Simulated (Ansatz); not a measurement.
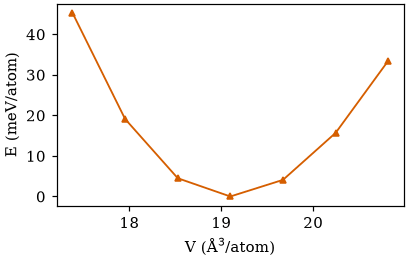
*As (bcc (W type), Im-3m) under volume change, PBE (plane waves, PAW; program Ansatz), scaled uniformly.*

Question: What does a third-order Birch–Murnaghan fit give for V₀, B₀ and B′?

Answer: V₀ = 19.10 Å³/atom, B₀ = 79.7 GPa, B′ = 4.0.

A made-up cell: these elements were put on the sites of a structure type; neither database checked (COD, Materials Project) lists it. It is not the phase usual at ambient conditions (space group No. 166). The cell was relaxed with PBE under the symmetry of its start; its stability against distortions is not shown here.

Potentials: the earlier of the program's two PAW sets.
